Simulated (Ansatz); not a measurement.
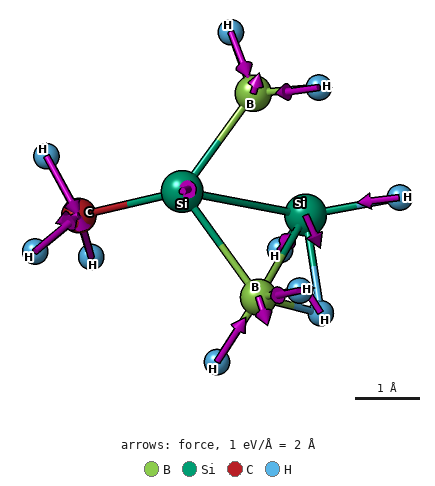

Starting geometry of CH10B2Si2 with the computed forces as purple arrows. Style: ball-and-stick. Shown at a tilt.

The start comes from PBE-D4/def2-SVP.

Level of theory: Ansatz 0.2.0, RKS PBE0-D4/def2-TZVP. Settings: force threshold 0.005 eV/Å; at most 150 steps.

Q: Is this structure relaxed? If not, where do the atoms go?

A: It isn't relaxed: the largest force vector, on an H atom, is 0.56 eV/Å. The final displacements follow the starting forces only in part (cosine between the two patterns 0.41). The energy falls by 1.35 kcal/mol in 9 accepted moves (10 points after the start). The largest force component goes from 0.53 to 0.003 eV/Å. The line search rejected the trial step at point 3 of the run. The atom that moves furthest after the best rigid fit is an H atom (0.087 Å). Largest moves by element: H 0.087 Å, B 0.036 Å, Si 0.033 Å, C 0.023 Å. Some distances before and after: H–Si 1.728 → 1.680 Å, Si–Si 2.375 → 2.347 Å, B–H 1.220 → 1.200 Å, B–Si 1.931 → 1.911 Å.
